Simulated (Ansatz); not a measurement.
# CH6O3Si: geometry relaxation (part 1 of 2)

- system: CH6O3Si
- method: RKS B3LYP/STO-3G (Ansatz 0.2.0)

It belongs to a series of runs on one base structure; here: start relaxed. Figures and captions count atoms from 1; the log counts them from 0 in places.

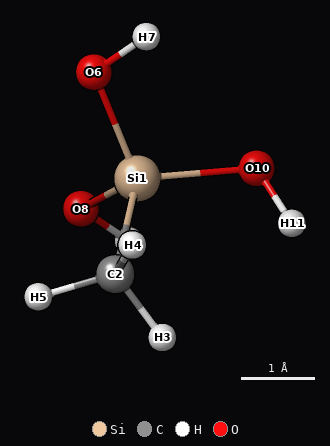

Fig. 1: The input geometry (ball-and-stick view, seen at an oblique angle; atoms are numbered from 1 in the order of the input).

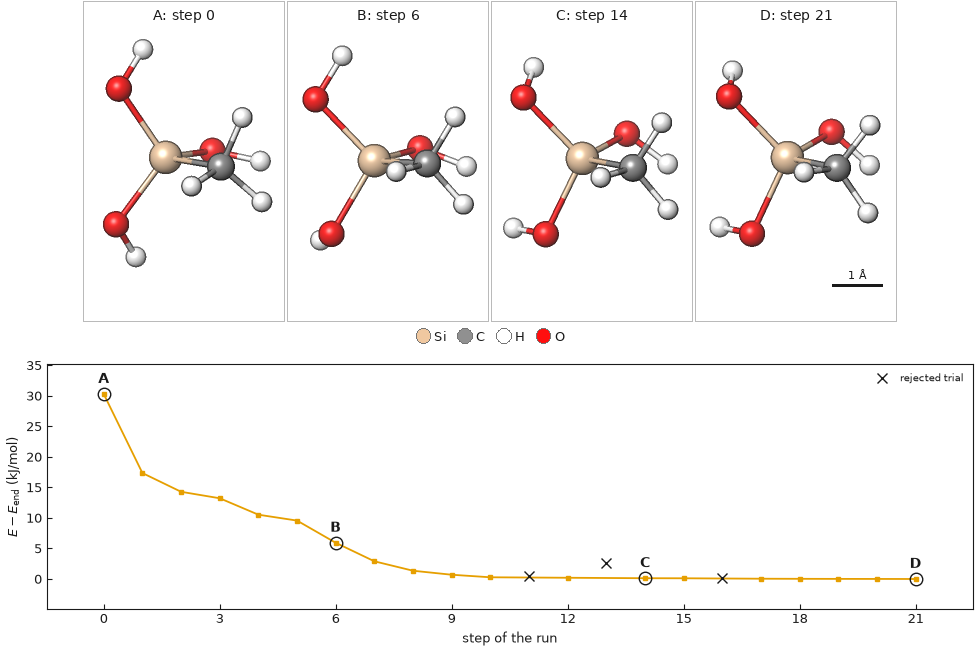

Fig. 2: Frames of the relaxation (ball-and-stick view, seen at a tilt) above the curves, on which the letters mark them (the first geometry is step 0 here and step 1 in the log).

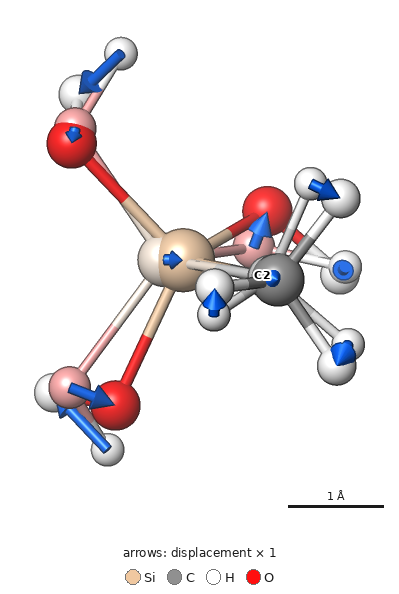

Fig. 3: Start (faint) and end (solid) with the displacements as blue arrows, at true length (ball-and-stick view, seen at a tilt). The two geometries are laid on each other by the best rigid fit. The largest move after the best rigid fit is that of H9, 0.85 Å. Largest moves by element: H 0.85 Å, O 0.52 Å, Si 0.21 Å, C 0.17 Å. Distances before and after: Si1–O10 1.679 → 1.711 Å, C2–H3 1.110 → 1.097 Å, O10–H11 1.010 → 1.021 Å, Si1–C2 1.870 → 1.875 Å. Among the angles that change: O6–Si1–O10 109.5° → 102.5°, Si1–O6–H7 109.5° → 103.5°, C2–Si1–O10 109.5° → 115.4°. The energy falls by 30.3 kJ/mol in 21 geometry steps. Largest force component: 1.1 eV/Å at the start, 0.007 eV/Å at the end. The line search rejected the trial steps at points 11, 13, 16 (counted from 0) and went back. (Atoms are counted from 1 in the order of the input.)

The input and output of the run follow.

Input file:
```yaml
crystal:
  periodic: [false, false, false]
  atoms:
    - { symbol: Si, position_ang: [0.0, 0.0, 0.0] }
    - { symbol: C, position_ang: [0.0, 0.0, 1.87] }
    - { symbol: H, position_ang: [-0.9996, -0.3092, 2.2405] }
    - { symbol: H, position_ang: [0.7676, -0.7111, 2.2405] }
    - { symbol: H, position_ang: [0.232, 1.0203, 2.2405] }
    - { symbol: O, position_ang: [1.5842, 0.0, -0.5594] }
    - { symbol: H, position_ang: [1.9006, -0.9521, -0.6761] }
    - { symbol: O, position_ang: [-0.7913, 1.3709, -0.5594] }
    - { symbol: H, position_ang: [-1.7491, 1.1401, -0.7818] }
    - { symbol: O, position_ang: [-0.7913, -1.3709, -0.5594] }
    - { symbol: H, position_ang: [-1.2459, -1.8365, 0.2129] }
basis:
  gaussian: { orbitals: STO-3G }
hamiltonian:
  xc: b3lyp
relax:
  f_tol: 0.02
  max_steps: 40
```

Run as:
```bash
ansatz run input.yaml --threads 1 --pin off --max-ram 2048MiB --backend cpu --events-out ev --progress --plain --runs-dir out
```

What the program printed:
```
The last accepted step is kept in [file] (removed where the run ends without a failure and the disk answers)
Engine: ansatz 0.2.0, x86_64-unknown-linux-gnu
Functional definition: B3LYP
  parameter a0 = 0.2
  parameter ax = 0.72
  parameter ac = 0.81
  exchange = (1 - a0 - ax)*slater_x + ax*b88_x + a0*exact_x
  correlation = (1 - ac)*vwn_rpa_c + ac*lyp_c
501 factors; integrals over basis functions are off by at most 1.2e-5 eV
mean field evaluation 1: about -14960.4801 eV, gradient 3.5e1 eV
mean field evaluation 2: about -14960.6569 eV, gradient 3.5e1 eV
mean field evaluation 4: about -14964.4471 eV, gradient 9.8e-1 eV
mean field evaluation 8: about -14964.4147 eV, gradient 9.7e-3 eV
mean field -14964.41474173 eV, -549.9320985138 hartree, gradient 3.3e-5 eV, S^2 0.000000; 0 other end points of the search recorded, 0 dependent functions left out
the calculation of the forces begins
reference -14964.41493079 eV, -549.9321054619 hartree; 25, 25 occupied and 10, 10 virtual orbitals, 501 factors
relax step   1: F+E_penalty+E_count = -14964.41474173 eV  Δ(F+E_penalty+E_count) = +0.000e0 eV  max|allowed force component| = 1.133e0 eV/Å  Δτ_max = 0.0000 Å  (21 SCF iters, accepted)
these checks for a lower state are left out or cut short: starts, cluster_reference, orbital_swaps, neighbouring_geometries, increment
501 factors; integrals over basis functions are off by at most 1.2e-5 eV
mean field evaluation 16: about -14964.5487 eV, gradient 1.4e-1 eV
mean field -14964.54883121 eV, -549.9370262114 hartree, gradient 1.5e-5 eV, S^2 0.000000; 0 other end points of the search recorded, 0 dependent functions left out
[... from here on the field's lines of each further geometry are left out, up to the last ...]
relax step   2: F+E_penalty+E_count = -14964.54883121 eV  Δ(F+E_penalty+E_count) = -1.341e-1 eV  max|allowed force component| = 6.669e-1 eV/Å  Δτ_max = 0.0969 Å  (25 SCF iters, accepted)
relax step   3: F+E_penalty+E_count = -14964.58063965 eV  Δ(F+E_penalty+E_count) = -3.181e-2 eV  max|allowed force component| = 1.372e-1 eV/Å  Δτ_max = 0.0496 Å  (25 SCF iters, accepted)
relax step   4: F+E_penalty+E_count = -14964.59164861 eV  Δ(F+E_penalty+E_count) = -1.101e-2 eV  max|allowed force component| = 3.726e-1 eV/Å  Δτ_max = 0.1018 Å  (24 SCF iters, accepted)
relax step   5: F+E_penalty+E_count = -14964.61953396 eV  Δ(F+E_penalty+E_count) = -2.789e-2 eV  max|allowed force component| = 1.851e-1 eV/Å  Δτ_max = 0.1469 Å  (29 SCF iters, accepted)
relax step   6: F+E_penalty+E_count = -14964.62955469 eV  Δ(F+E_penalty+E_count) = -1.002e-2 eV  max|allowed force component| = 1.855e-1 eV/Å  Δτ_max = 0.0603 Å  (24 SCF iters, accepted)
relax step   7: F+E_penalty+E_count = -14964.66722586 eV  Δ(F+E_penalty+E_count) = -3.767e-2 eV  max|allowed force component| = 2.133e-1 eV/Å  Δτ_max = 0.2000 Å  (29 SCF iters, accepted)
relax step   8: F+E_penalty+E_count = -14964.69866045 eV  Δ(F+E_penalty+E_count) = -3.143e-2 eV  max|allowed force component| = 9.032e-2 eV/Å  Δτ_max = 0.2000 Å  (29 SCF iters, accepted)
relax step   9: F+E_penalty+E_count = -14964.71466710 eV  Δ(F+E_penalty+E_count) = -1.601e-2 eV  max|allowed force component| = 7.001e-2 eV/Å  Δτ_max = 0.2000 Å  (29 SCF iters, accepted)
relax step  10: F+E_penalty+E_count = -14964.72145373 eV  Δ(F+E_penalty+E_count) = -6.787e-3 eV  max|allowed force component| = 1.214e-1 eV/Å  Δτ_max = 0.2000 Å  (29 SCF iters, accepted)
relax step  11: F+E_penalty+E_count = -14964.72577805 eV  Δ(F+E_penalty+E_count) = -4.324e-3 eV  max|allowed force component| = 4.451e-2 eV/Å  Δτ_max = 0.1175 Å  (25 SCF iters, accepted)
relax step  12: F+E_penalty+E_count = -14964.72315592 eV  Δ(F+E_penalty+E_count) = +2.622e-3 eV  max|allowed force component| = 5.038e-1 eV/Å  Δτ_max = 0.0757 Å  (24 SCF iters, rejected (line search))
relax step  13: F+E_penalty+E_count = -14964.72658460 eV  Δ(F+E_penalty+E_count) = -8.066e-4 eV  max|allowed force component| = 3.356e-2 eV/Å  Δτ_max = 0.0378 Å  (24 SCF iters, accepted)
relax step  14: F+E_penalty+E_count = -14964.70232251 eV  Δ(F+E_penalty+E_count) = +2.426e-2 eV  max|allowed force component| = 1.120e0 eV/Å  Δτ_max = 0.0989 Å  (24 SCF iters, rejected (line search))
relax step  15: F+E_penalty+E_count = -14964.72736655 eV  Δ(F+E_penalty+E_count) = -7.819e-4 eV  max|allowed force component| = 1.628e-2 eV/Å  Δτ_max = 0.0495 Å  (24 SCF iters, accepted)
relax step  16: F+E_penalty+E_count = -14964.72746887 eV  Δ(F+E_penalty+E_count) = -1.023e-4 eV  max|allowed force component| = 1.599e-1 eV/Å  Δτ_max = 0.0488 Å  (24 SCF iters, accepted)
relax step  17: F+E_penalty+E_count = -14964.72744558 eV  Δ(F+E_penalty+E_count) = +2.329e-5 eV  max|allowed force component| = 1.029e-1 eV/Å  Δτ_max = 0.0469 Å  (24 SCF iters, rejected (line search))
relax step  18: F+E_penalty+E_count = -14964.72820504 eV  Δ(F+E_penalty+E_count) = -7.362e-4 eV  max|allowed force component| = 8.880e-3 eV/Å  Δτ_max = 0.0202 Å  (25 SCF iters, accepted)
relax step  19: F+E_penalty+E_count = -14964.72838446 eV  Δ(F+E_penalty+E_count) = -1.794e-4 eV  max|allowed force component| = 1.233e-2 eV/Å  Δτ_max = 0.0220 Å  (25 SCF iters, accepted)
relax step  20: F+E_penalty+E_count = -14964.72850588 eV  Δ(F+E_penalty+E_count) = -1.214e-4 eV  max|allowed force component| = 3.740e-2 eV/Å  Δτ_max = 0.0360 Å  (24 SCF iters, accepted)
relax step  21: F+E_penalty+E_count = -14964.72858819 eV  Δ(F+E_penalty+E_count) = -8.231e-5 eV  max|allowed force component| = 2.515e-2 eV/Å  Δτ_max = 0.0066 Å  (20 SCF iters, accepted)
the calculation of the forces begins
reference -14964.72887139 eV, -549.9436425662 hartree; 25, 25 occupied and 10, 10 virtual orbitals, 501 factors
relax step  22: F+E_penalty+E_count = -14964.72867424 eV  Δ(F+E_penalty+E_count) = -8.606e-5 eV  max|allowed force component| = 7.016e-3 eV/Å  Δτ_max = 0.0193 Å  (25 SCF iters, accepted)
501 factors; integrals over basis functions are off by at most 2.4e-5 eV
mean field -14964.72867424 eV, -549.9436353210 hartree, gradient 1.2e-5 eV, S^2 0.000000; 1 other end points of the search recorded, 0 dependent functions left out
the calculation of the forces begins
reference -14964.72887139 eV, -549.9436425662 hartree; 25, 25 occupied and 10, 10 virtual orbitals, 501 factors
Total energy: -14964.72887139 eV, -549.9436425662 hartree
Atom 0 at    -0.055517    -0.107598     0.167978 Å, force     0.001345     0.002608    -0.002808 eV/Å
Atom 1 at     0.016015     0.022021     2.037381 Å, force     0.000807    -0.002092     0.002212 eV/Å
Atom 2 at    -0.989318     0.064176     2.475320 Å, force     0.005073    -0.000070    -0.002311 eV/Å
Atom 3 at     0.541955    -0.833273     2.479822 Å, force    -0.002589     0.005290     0.001131 eV/Å
Atom 4 at     0.547542     0.932699     2.341070 Å, force    -0.001392    -0.005509    -0.001094 eV/Å
Atom 5 at     1.485309     0.123619    -0.528549 Å, force    -0.005675     0.001745     0.005990 eV/Å
Atom 6 at     1.537166    -0.607864    -1.241164 Å, force     0.000581    -0.002780    -0.003449 eV/Å
Atom 7 at    -1.152581     1.112385    -0.297318 Å, force     0.002546    -0.004338    -0.002755 eV/Å
Atom 8 at    -1.101205     1.139615    -1.318380 Å, force    -0.000805     0.000211     0.001364 eV/Å
Atom 9 at    -0.514224    -1.637379    -0.445237 Å, force     0.001967     0.007016     0.001250 eV/Å
Atom 10 at    -1.407941    -1.856901    -0.002624 Å, force    -0.001860    -0.002081     0.000470 eV/Å
Dipole moment:    -0.183267    -0.200400    -0.070444 e Å
```

Trajectory as extended XYZ (Å, eV, eV/Å), 22 frames, from step=1 to step=22:
```
11
Properties=species:S:1:pos:R:3:forces:R:3 step=1 energy=-14964.41474
Si    0.0000    0.0000    0.0000   -0.3802  -0.6473   0.6527
C     0.0000    0.0000    1.8700    0.0523   0.0513   0.3508
H    -0.9996   -0.3092    2.2405    0.5386   0.2057   0.1345
H     0.7676   -0.7111    2.2405   -0.4336   0.4058   0.1125
H     0.2320    1.0203    2.2405   -0.1333  -0.5929   0.0929
O     1.5842    0.0000   -0.5594    0.5698   1.0299  -0.5014
H     1.9006   -0.9521   -0.6761   -0.3039  -0.4198   0.0675
O    -0.7913    1.3709   -0.5594    0.5673   1.1326  -0.3524
H    -1.7491    1.1401   -0.7818   -0.1838  -0.4830  -0.0163
O    -0.7913   -1.3709   -0.5594   -0.2369  -0.6800  -0.9254
H    -1.2459   -1.8365    0.2129   -0.0563  -0.0022   0.3846
11
Properties=species:S:1:pos:R:3:forces:R:3 step=2 energy=-14964.54883
Si   -0.0125   -0.0148    0.0106   -0.1609  -0.2788   0.6231
C     0.0000    0.0010    1.8996   -0.0609  -0.0750   0.3330
H    -0.9766   -0.2732    2.3274    0.0453   0.0194  -0.1076
H     0.7388   -0.6986    2.3158   -0.0178   0.0086  -0.0917
H     0.2470    0.9953    2.2953    0.0156   0.0107  -0.1172
O     1.5625    0.0350   -0.5937    0.4424   0.4219  -0.2692
H     1.8495   -0.9289   -0.7388   -0.1209  -0.1906   0.0432
O    -0.7621    1.3775   -0.5775    0.0480   0.6669  -0.1933
H    -1.7040    1.1088   -0.8523   -0.0203  -0.2006   0.0002
O    -0.7952   -1.3865   -0.5979   -0.1601  -0.3987  -0.4220
H    -1.2403   -1.8642    0.1799   -0.0104   0.0162   0.2014
11
Properties=species:S:1:pos:R:3:forces:R:3 step=3 energy=-14964.58064
Si   -0.0194   -0.0166    0.0263   -0.0260  -0.0537   0.1372
C    -0.0037   -0.0068    1.9187   -0.0311  -0.0243  -0.0236
H    -0.9847   -0.2599    2.3419   -0.0166   0.0031  -0.0278
H     0.7255   -0.7180    2.3259    0.0229  -0.0324  -0.0138
H     0.2649    0.9878    2.2935    0.0200   0.0427  -0.0010
O     1.5574    0.0627   -0.6107    0.1164   0.0261  -0.0530
H     1.8250   -0.9121   -0.7554   -0.0084  -0.0344   0.0256
O    -0.7519    1.3973   -0.5771   -0.1246   0.1299  -0.0160
H    -1.6766    1.0945   -0.8912    0.0572  -0.0223   0.0064
O    -0.8021   -1.4004   -0.5997   -0.0412  -0.0839  -0.0819
H    -1.2271   -1.8770    0.1962    0.0315   0.0491   0.0478
11
Properties=species:S:1:pos:R:3:forces:R:3 step=4 energy=-14964.59165
Si   -0.0411   -0.0063    0.0273   -0.0146   0.1100  -0.1153
C     0.0046   -0.0155    1.9081   -0.0065  -0.0629   0.1190
H    -0.9848   -0.2050    2.3422   -0.0487  -0.0029  -0.0132
H     0.6864   -0.7816    2.2943    0.0494  -0.0467   0.0330
H     0.3461    0.9517    2.2913    0.0440   0.0825   0.0125
O     1.5239    0.0828   -0.6437   -0.0243   0.1693  -0.0484
H     1.8444   -0.8841   -0.6743    0.0422  -0.1522   0.0251
O    -0.8112    1.4161   -0.5248    0.3726   0.0388   0.2729
H    -1.6455    1.0747   -0.9860   -0.3725  -0.1416  -0.2741
O    -0.8329   -1.3919   -0.5918    0.0119   0.0554  -0.0961
H    -1.1827   -1.8894    0.2257   -0.0535  -0.0498   0.0847
11
Properties=species:S:1:pos:R:3:forces:R:3 step=5 energy=-14964.61953
Si   -0.0572   -0.0069    0.0282    0.1507  -0.1755   0.1512
C     0.0391   -0.0353    1.9160   -0.0358   0.1083  -0.1262
H    -0.9600   -0.1496    2.3536   -0.0211   0.0060   0.0686
H     0.6681   -0.8480    2.2980    0.0277  -0.0528  -0.0386
H     0.4571    0.9085    2.2872   -0.0103   0.0103   0.0342
O     1.4880    0.1255   -0.6892   -0.1648   0.0958  -0.0576
H     1.8994   -0.8003   -0.5669    0.0627  -0.1017   0.0295
O    -0.9063    1.3830   -0.4682    0.0441   0.0894   0.1525
H    -1.6037    1.0194   -1.1150   -0.0799  -0.0253  -0.1851
O    -0.8198   -1.4132   -0.5871    0.0469   0.0464  -0.0740
H    -1.2976   -1.8316    0.2116   -0.0202  -0.0009   0.0456
11
Properties=species:S:1:pos:R:3:forces:R:3 step=6 energy=-14964.62955
Si   -0.0645   -0.0131    0.0374   -0.0525   0.0965   0.0555
C     0.0376   -0.0325    1.9224    0.0199   0.0010  -0.0475
H    -0.9530   -0.1499    2.3812    0.0073  -0.0110  -0.0159
H     0.6737   -0.8519    2.2812   -0.0036   0.0078   0.0365
H     0.4619    0.9076    2.2971    0.0104  -0.0097  -0.0089
O     1.4680    0.1292   -0.6974    0.0363  -0.1204  -0.0317
H     1.8964   -0.7919   -0.5630   -0.0062   0.0865  -0.0087
O    -0.9205    1.3789   -0.4533   -0.1844  -0.0838  -0.0512
H    -1.5707    1.0269   -1.1649    0.1855   0.0827   0.0720
O    -0.8227   -1.4153   -0.5862   -0.0019  -0.0505   0.0253
H    -1.2990   -1.8365    0.2137   -0.0110   0.0008  -0.0256
```
